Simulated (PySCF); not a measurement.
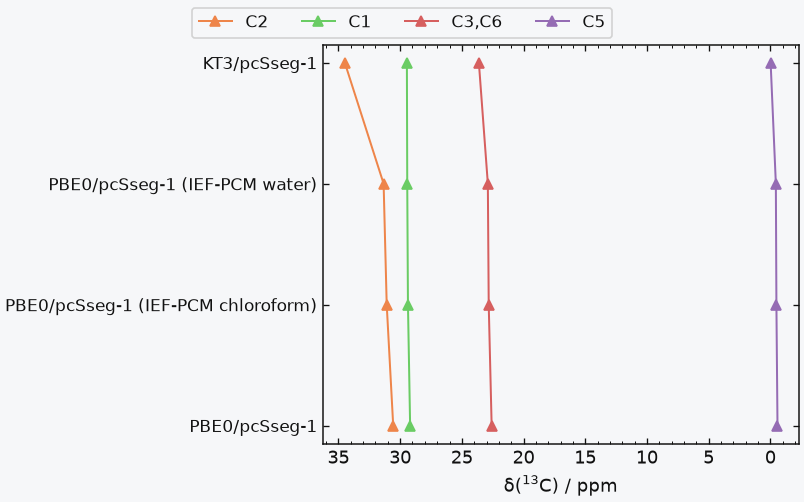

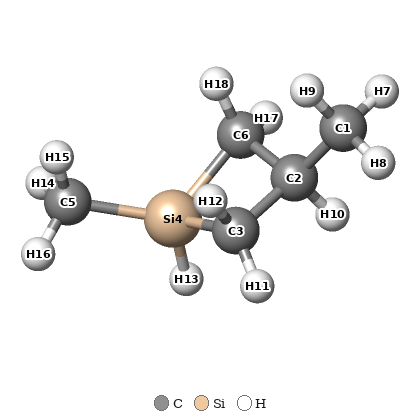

GIAO ¹³C shifts of C₅H₁₂Si, SMILES C[C@H]1C[Si@@H](C)C1 at several levels, one geometry, PySCF 2.14.0, at a PBE0-D3(BJ)/def2-SVP geometry (no frequency check); values of one conformer, averaged over methyl-type rotors and exact or near symmetry; other conformers aren't averaged in; each against TMS at the same level.

Q: Which of the plotted signals depends most on the level, and by how much?

A: That of C2: from 30.6 ppm (PBE0/pcSseg-1) to 34.5 ppm (KT3/pcSseg-1), a spread of 3.9 ppm. The steadiest, C1, moves by 0.3 ppm.

Q: Do all levels give the signals in the same order?

A: Yes, the order of the signals is the same at every level.
